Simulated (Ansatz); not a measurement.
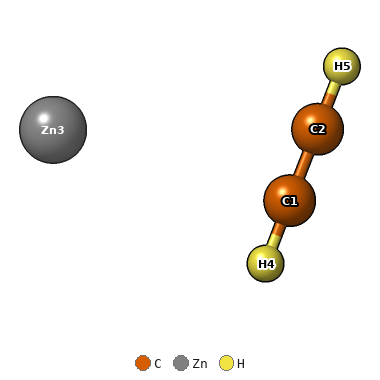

The system is C₂H₂Zn; the picture shows the reference structure. The first coordinate is: bond length C1–C2; the second: bond length C2–H5. Nothing is relaxed (all other coordinates rigid). The grid has 15 × 15 points. Points are written as (first, second). Energies are in kJ/mol, from the lowest grid point. The restricted reference is unstable at some or all points, so the energies there are unreliable. These are results of RHF-MP2, frozen core/def2-TZVP (Ansatz), not measurements.

Its coordinates:

```tsv
atom	x (Å)	y (Å)	z (Å)
C	-0.7475	0.1452	-0.4803
C	0.0320	1.0570	-0.3081
Zn	1.4823	-2.4799	1.5367
H	-1.4362	-0.6511	-0.6350
H	0.7192	1.8550	-0.1548
```

Range: bond length C1–C2 from 1.042 to 1.697 Å; bond length C2–H5 from 0.873 to 1.596 Å.

> Predict the map.

The lowest grid point is at (1.229 Å, 1.079 Å). No other kind of well shows on this grid. The highest grid point, (1.697 Å, 1.596 Å), lies 700 kJ/mol above the lowest. Round the minimum the two coordinates are nearly uncoupled.

```csv
"bond length C2–H5 ↓, bond length C1–C2 →",1.042,1.089,1.136,1.182,1.229,1.276,1.323,1.369,1.416,1.463,1.510,1.556,1.603,1.650,1.697
1.596,433,330,268,240,235,250,278,315,360,409,461,513,565,616,700
1.545,404,300,239,211,207,221,249,287,332,381,433,485,538,589,675
1.493,374,270,209,181,177,191,220,257,303,353,405,457,509,561,649
1.441,344,241,180,151,147,162,191,228,274,324,376,428,481,533,623
1.389,315,211,150,122,118,133,162,200,245,296,348,401,454,506,598
1.338,287,184,123,95,91,106,135,173,219,269,322,374,428,480,574
1.286,260,157,96,68,65,80,109,147,193,244,297,350,403,456,552
1.234,236,133,72,45,41,56,86,124,170,221,274,327,381,434,533
1.183,216,113,53,25,22,37,67,105,152,203,256,309,363,416,518
1.131,201,99,38,11,7,23,52,91,138,189,243,296,350,404,508
1.079,194,91,31,3,0,16,45,84,131,183,237,290,345,398,506
1.028,195,93,33,5,2,18,48,87,134,186,240,294,349,403,513
0.976,210,107,47,21,18,34,64,103,150,202,257,311,366,420,533
0.924,241,139,80,53,50,67,97,136,184,236,290,345,400,454,572
0.873,294,193,133,107,105,121,152,191,239,291,346,401,456,511,632
```

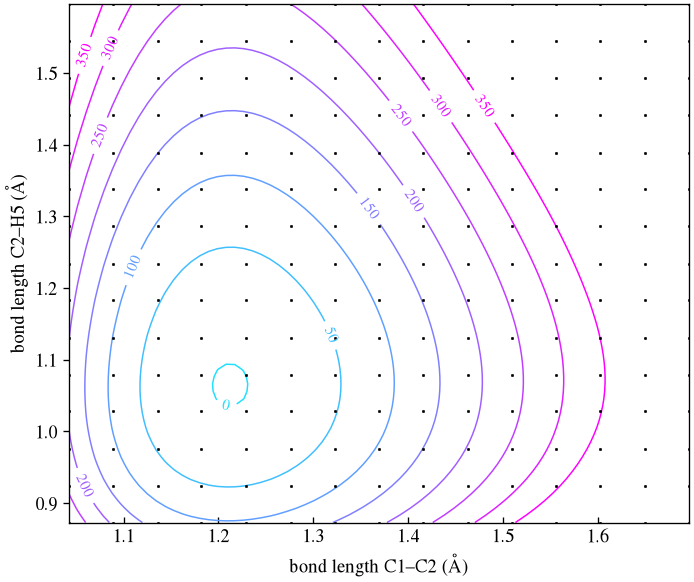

In the figure: contour lines labelled in kJ/mol (none above 350), dots at the grid points. Between grid points the surface is interpolated.

The whole map (225 points run) took 29 min on 1 thread of Arm Neoverse V2 (shared host).
